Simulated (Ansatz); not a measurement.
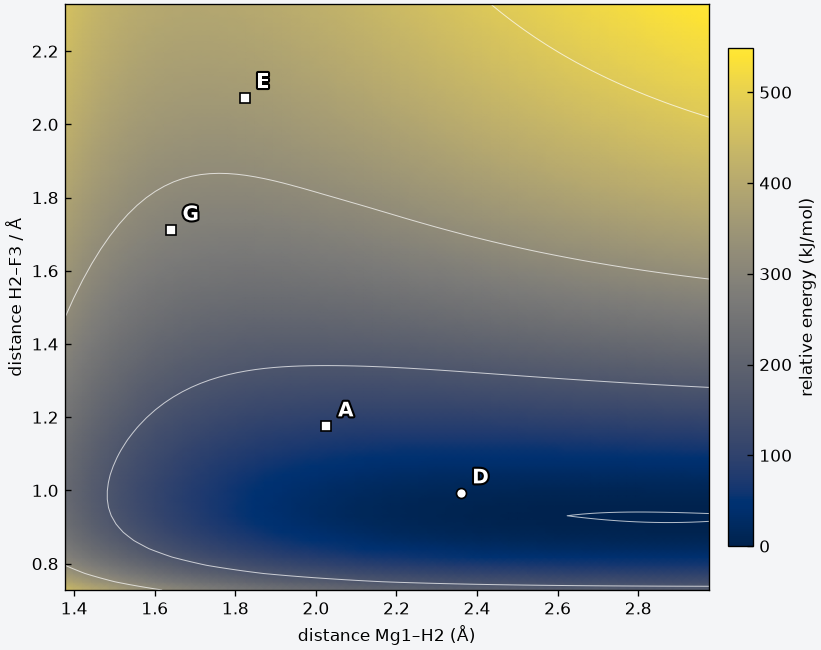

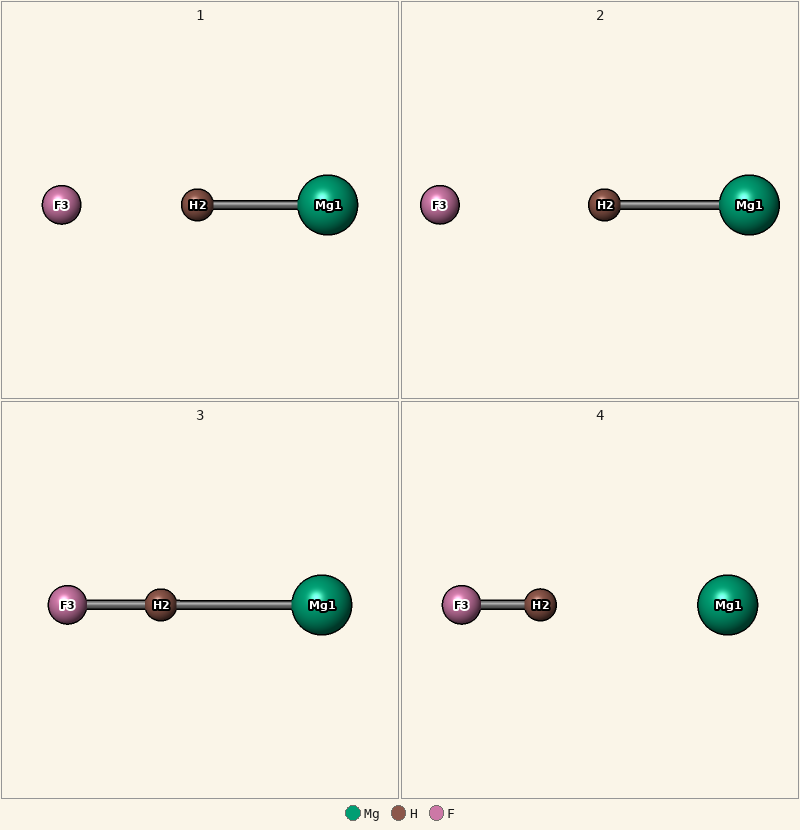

The system Mg + HF. First axis: distance Mg1–H2. Second axis: distance H2–F3. Nothing is relaxed (the angle Mg1–H2–F3 is fixed at 180 degrees). The scan uses a 17 × 17 grid. Points are written as (first, second). Energies: kJ/mol, counted from the lowest grid point. The reference is spin-restricted, so regions where a bond is pulled apart into radicals lie too high. The calculation used RKS PBE0-D4/aug-cc-pVTZ (Ansatz).

Drawn: a smooth colour map with a few white contour lines, lettered points. Between grid points the surface is interpolated. The numbered pictures are the structures at these points, in random order.

> Which structure belongs to which point?

A is structure 3: (2.026 Å, 1.175 Å), 89 kJ/mol; D is structure 4: (2.359 Å, 0.992 Å), 11 kJ/mol; E is structure 2: (1.823 Å, 2.073 Å), 361 kJ/mol; G is structure 1: (1.640 Å, 1.711 Å), 292 kJ/mol.
